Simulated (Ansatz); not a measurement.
## A computed series for NbAs: pressure series

The reference is NbAs (space group I4_1md, No. 109; a = 3.4581 Å, c = 11.7643 Å).

Cell and atoms are relaxed at each pressure.

The values are results of Ansatz (an electronic-structure program), r2SCAN, PAW, cutoff 500 eV, no spin-orbit coupling, not measurements.

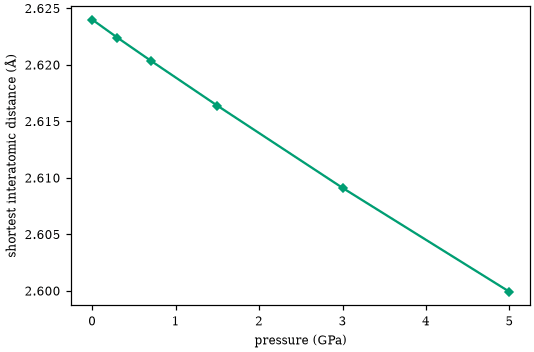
Figure. Shortest interatomic distance against pressure

Q: From the plot, what is the shortest interatomic distance for pressure 3 GPa?

A: About 2.609 Å.

Q: Is the trend monotonic over the range shown?

A: Yes, it falls throughout, spanning 2.600 Å to 2.624 Å.

Load acts through the strain it causes; cell and atoms are relaxed under it. No phonon test of stability was made. Competing high-pressure phases were not computed. All final runs are without spin polarisation.
